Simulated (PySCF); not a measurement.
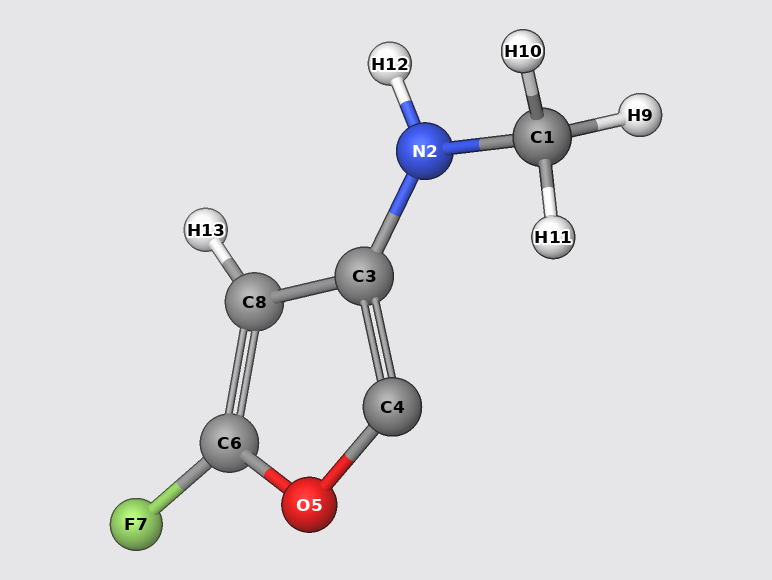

State: neutral, doublet. Computed geometry: GFN2-xTB optimisation. No frequency run is at hand to confirm it as a minimum. Level of theory: UKS B3LYP, pcH-1 on C F H N O, non-relativistic (PySCF 2.14.0). Fermi-contact and spin-dipolar terms alone, no spin-orbit part.

Which nucleus has the largest dipolar (anisotropic) hyperfine coupling?

19F at F7: principal values −78.7, −67.2, 145.9 MHz.

List the isotropic and dipolar parts for the most strongly coupled nuclei, one of each equivalent set.

| atom | isotope | a_iso (MHz) | dipolar part (MHz) |
| --- | --- | --- | --- |
| F7 | 19F | 45.1 | −78.7, −67.2, 145.9 |
| C4 | 13C | 63.5 | −45.8, −39.1, 84.9 |
| C6 | 13C | 30.4 | −24.0, −21.5, 45.5 |
| C3 | 13C | 0.1 | −19.5, −15.2, 34.6 |
| N2 | 14N | 11.2 | −13.9, −13.4, 27.3 |
| H12 | 1H | −21.4 | −16.7, −4.3, 21.0 |
| C8 | 13C | −16.9 | −12.5, 5.4, 7.1 |
| H11 | 1H | 4.3 | −4.2, −1.0, 5.3 |
